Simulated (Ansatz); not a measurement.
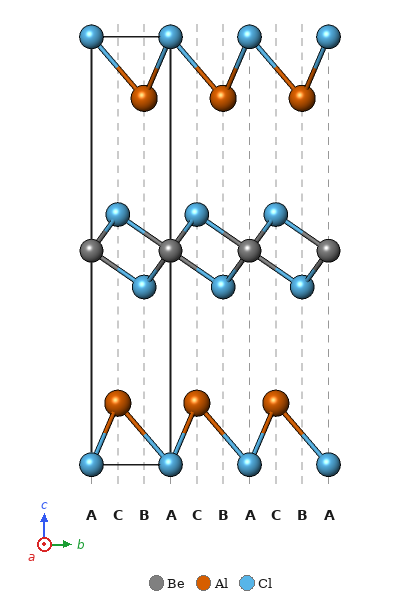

Projection along an edge of the hexagonal mesh, stacking direction c upwards. The dashed lines mark the three columns A (0, 0), B (1/3, 2/3) and C (2/3, 1/3). The sequence starts with the first layer at or above the cell's origin.

BeAl₂Cl₃ (space group P-3m1, No. 164). Coordinates: coordinates from a relaxation with DFT PBE, scalar-relativistic, plane waves, PAW in Ansatz; the starting structure was generated, so it need not be a known form of this composition.

Q: List the layers of one repeat.

A: Cl(A) – Al(C) – Cl(B) – Be(A) – Cl(C) – Al(B) (six layers in 14.99 Å).
